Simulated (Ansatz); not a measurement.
**C5HAlClF7O2 (SMILES FC(F)(F)C1=CC(C(F)(F)F)=[O+][Al-]([F])([Cl])[O]1): density, localisation and related maps**

Input file:

```
crystal:
  periodic: [false, false, false]
  atoms:
    - {symbol: F, position_ang: [-2.176469, 2.492231, 1.340869]}
    - {symbol: C, position_ang: [-1.631243, 1.327579, 1.626142]}
    - {symbol: F, position_ang: [-0.913773, 1.448186, 2.744007]}
    - {symbol: F, position_ang: [-2.600619, 0.439640, 1.851544]}
    - {symbol: C, position_ang: [-0.729774, 0.829582, 0.483972]}
    - {symbol: C, position_ang: [-0.092274, -0.391464, 0.648392]}
    - {symbol: C, position_ang: [0.748312, -0.877974, -0.342120]}
    - {symbol: C, position_ang: [1.443651, -2.227087, -0.093907]}
    - {symbol: F, position_ang: [2.216529, -2.567437, -1.104797]}
    - {symbol: F, position_ang: [0.525348, -3.177243, 0.087635]}
    - {symbol: F, position_ang: [2.185528, -2.153284, 1.011980]}
    - {symbol: O, position_ang: [1.007144, -0.319844, -1.442080]}
    - {symbol: Al, position_ang: [0.317751, 1.259661, -2.030878]}
    - {symbol: F, position_ang: [1.529405, 2.360218, -2.138178]}
    - {symbol: Cl, position_ang: [-0.963727, 0.928225, -3.638535]}
    - {symbol: O, position_ang: [-0.643680, 1.587524, -0.519284]}
    - {symbol: H, position_ang: [-0.241007, -0.958913, 1.555239]}
basis:
  gaussian: {orbitals: def2-TZVPP}
hamiltonian: {xc: pbe0, dispersion: d4}
output: {orbitals: {seedname: orbitals}}
```

Command:

```sh
ansatz run in.yaml --threads 11 --pin off --events-out ev --progress --plain --max-ram 174080MiB --backend cuda --devices 0, --max-vram 75GiB
```

Geometry: PBE0-D4/def2-TZVP.

Computed with Ansatz, RKS PBE0-D4/def2-TZVPP.

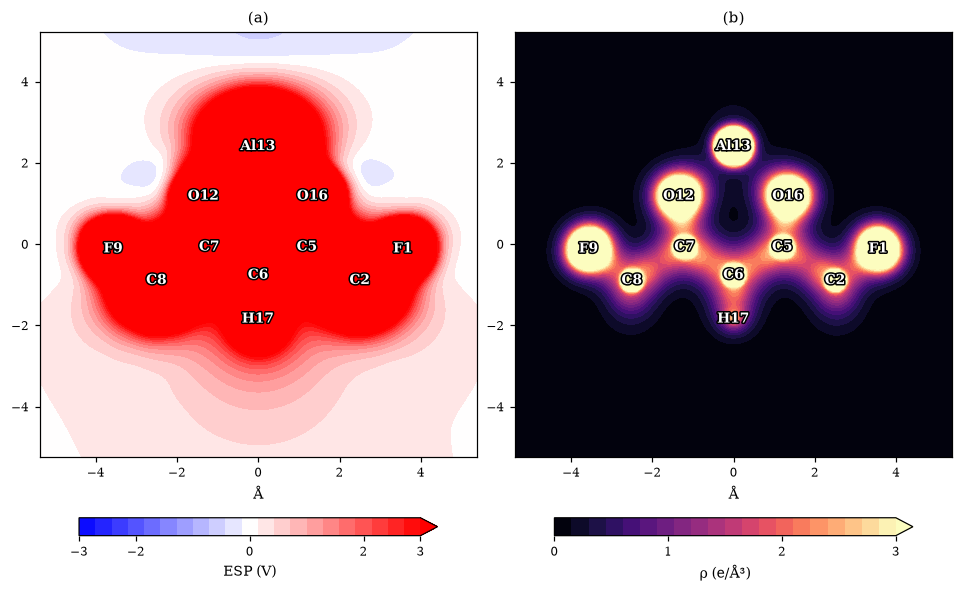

Figure 1. (a) electrostatic potential; (b) total electron density on the plane of atoms C7, O12 and Al13.

Question: Describe what can be read from this map.

Answer: The section cuts through F, C, O, Al and H sites.
C–O (1.26 Å): the density is about 3 e/Å³ at the midpoint.
C–F (1.32 Å): ρ at the midpoint is about 2.5 e/Å³.
C–C (1.39 Å): ρ at the midpoint is about 2.2 e/Å³.
Al–O (1.82 Å): ρ at the midpoint is about 0.67 e/Å³.
C–H (1.08 Å): ρ is about 2.1 e/Å³ halfway.
Outside the dense part of the molecule the potential is most negative (−0.5 V) near Cl15, which lies off the plane.

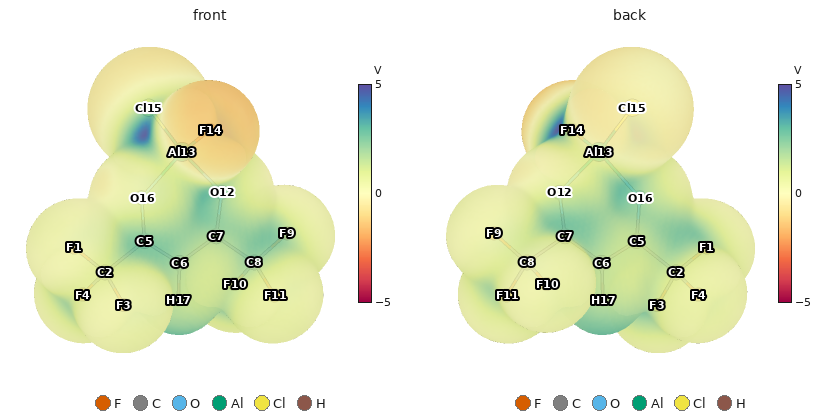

Figure 2. The molecular electrostatic potential painted on the density surface at 0.004 e/bohr³, seen from the front and from behind; red is negative and blue positive.

Question: Describe the electrostatic potential map.

Answer: The most negative region (about −1.4 V) lies over F14, the most positive (about +3.8 V) over Al13.

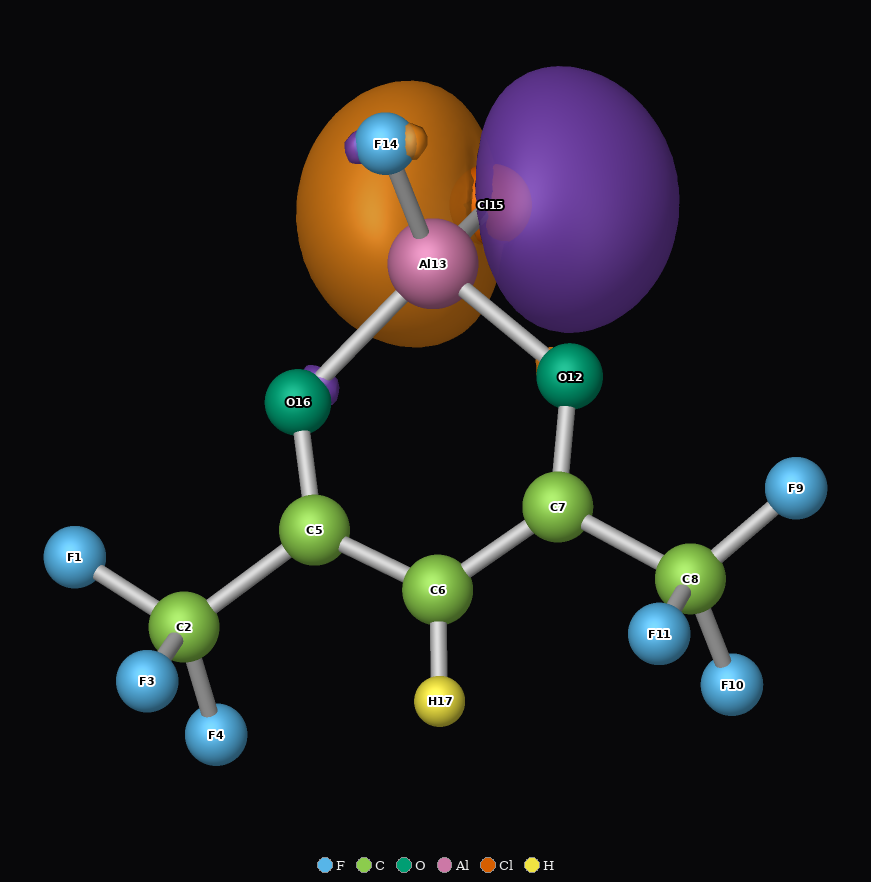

Figure 3. The HOMO−1 at ±0.1 Å⁻³ᐟ² (orange and purple are the two phases), seen at a tilt.

Question: What is the character of this orbital?

Answer: Its weight (Hirshfeld) is mainly on Cl15 (about 90 %); largely a lone pair of Cl15. Its energy is −9.37 eV.
